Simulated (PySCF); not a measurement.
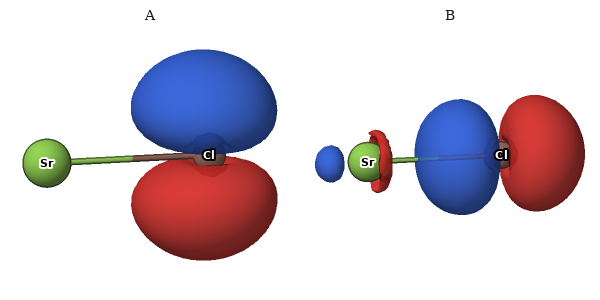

*SrCl (doublet). Two frontier β-spin orbitals, each drawn at the value that holds 80 % of its norm (red and blue are the two phases), in no order; of a degenerate pair one member is drawn.*

Theory: PBE0/x2c-TZVPPall, spin-free X2C-1e, Gaussian nucleus, at a bond length of 2.567 Å (PySCF 2.14.0).

**Label each orbital by symmetry, say whether it is occupied, and order them by energy.**

Orbital B: σ, occupied in this spin, −8.22 eV; mainly on Cl (90 %).
Orbital A: π, occupied in this spin, −7.81 eV; mainly on Cl (90 %).
